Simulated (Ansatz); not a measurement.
## Electronic structure of C₂H₅NSi (SMILES C#C[SiH2]N) in real space

```yaml
atoms:
  - { symbol: C, position_ang: [0.0135, 0.6087, -2.3441] }
  - { symbol: C, position_ang: [0.2086, 0.4593, -1.1621] }
  - { symbol: Si, position_ang: [0.4882, 0.2177, 0.6366] }
  - { symbol: N, position_ang: [-0.5933, -0.8638, 1.4073] }
  - { symbol: H, position_ang: [-0.1566, 0.7425, -3.3879] }
  - { symbol: H, position_ang: [0.3464, 1.5467, 1.2769] }
  - { symbol: H, position_ang: [1.8624, -0.3153, 0.7911] }
  - { symbol: H, position_ang: [-0.5276, -1.8512, 1.2180] }
  - { symbol: H, position_ang: [-1.5532, -0.5911, 1.5471] }
```

Geometry: PBE0-D4/def2-TZVP.

These are results of RKS PBE0-D4/def2-TZVPP in Ansatz 0.2.0, not measurements.

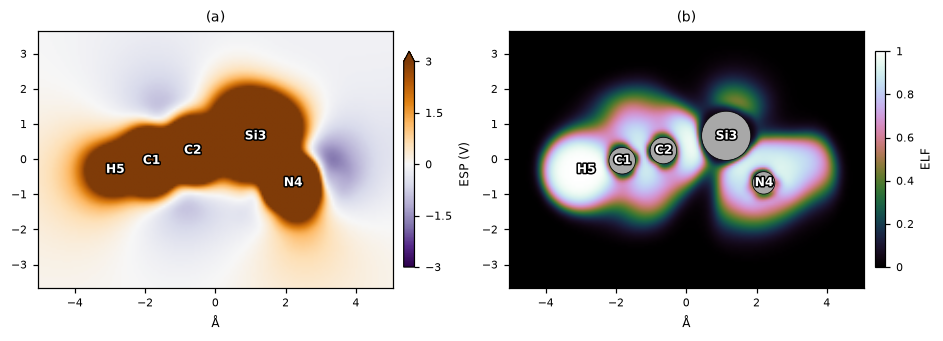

Figure 1. (a) electrostatic potential; (b) electron localisation function on the plane of atoms C2, Si3 and N4. Grey discs cover the atomic cores in the ELF map.

**What do the fields say about this system?**

The section cuts through C, Si, N and H sites.
C–C (1.21 Å): the ELF peaks at about 0.85 between the atoms: a multiple bond.
Si–N (1.71 Å): the ELF peaks at about 0.90 between the atoms, as expected for a shared but strongly polarised pair.
C–Si (1.84 Å): the ELF peaks at about 0.95 between the atoms; a shared electron pair.
C–H (1.07 Å): the ELF climbs to about 1 towards the hydrogen, as it does in any bond to H: an ordinary covalent bond to hydrogen.
The ELF also peaks beside N4, away from the bonds: lone-pair regions.
Outside the dense part of the molecule the potential is most negative (−1.7 V) near N4.

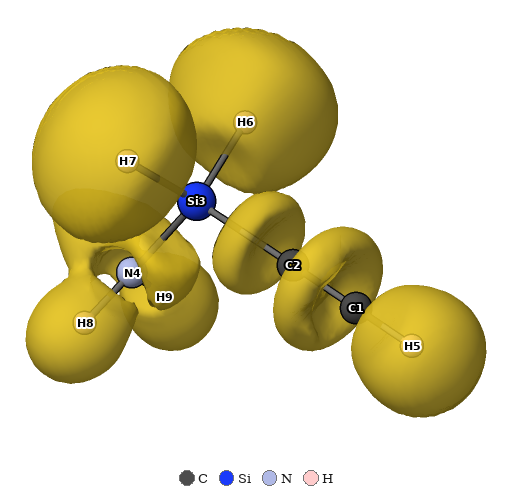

Figure 2. Isosurface of the ELF at 0.8 (yellow), seen at an oblique angle. Core shells and regions of very low density are left out.

**Describe the localisation domains.**

The surface consists of one region between bonded C–C atoms (shared pairs), one region between bonded C–Si atoms (shared pairs), three regions around hydrogen nuclei and one joined region spread over several atoms (H, N), in which their bonds and any lone pairs are merged.

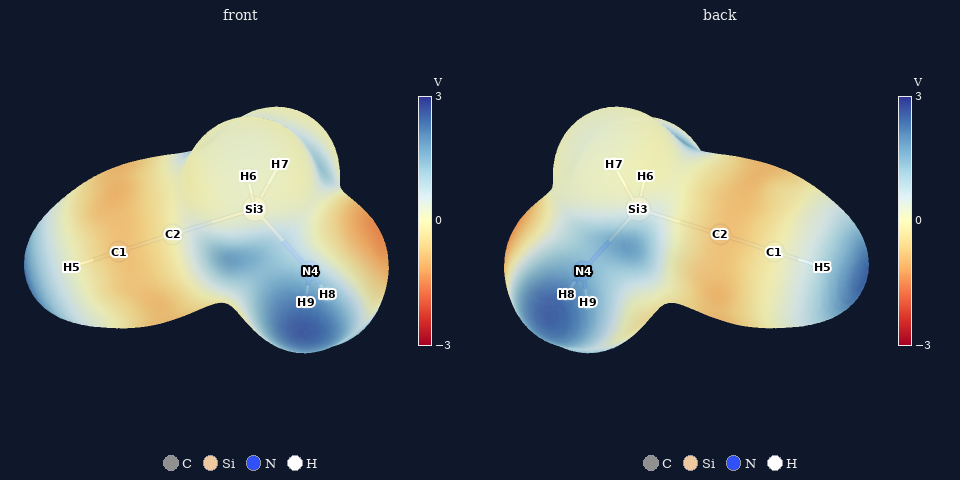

Figure 3. The electrostatic potential painted on the density surface at 0.004 e/bohr³, seen from the front and from behind; the colour scale runs from red (negative) to blue (positive).

**Which sites attract a positive test charge, and which a negative one?**

A positive charge is drawn to the negative regions and a negative charge to the positive ones. The most negative region (about −1.4 V) lies over N4, the most positive (about +2.6 V) over H8 and H9. N4 is the likeliest acceptor of a hydrogen bond.
